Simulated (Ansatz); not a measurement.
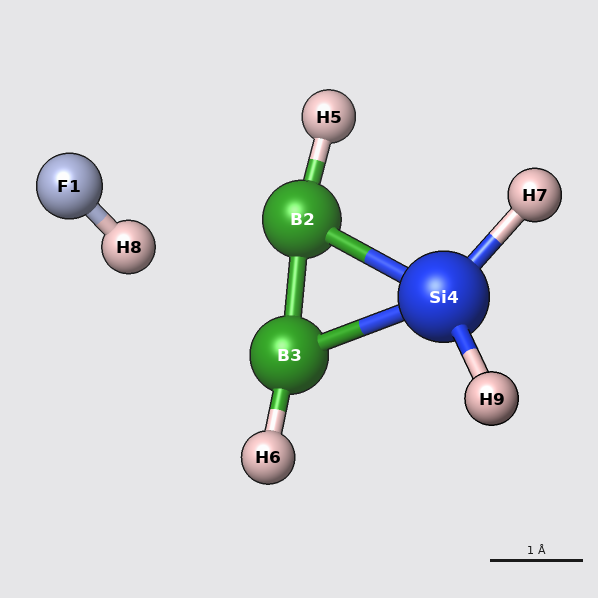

The atoms are numbered. The computed structure is the end point of a PBE-D4/def2-SVP optimisation. No frequency run is at hand to confirm it as a minimum.

Which atoms are bonded, and how long are the bonds?

```tsv
bond	length (Å)
F1–H8	0.956
B2–B3	1.511
B2–Si4	2.067
B2–H5	1.199
B3–Si4	2.003
B3–H6	1.201
Si4–H7	1.499
Si4–H9	1.501
```
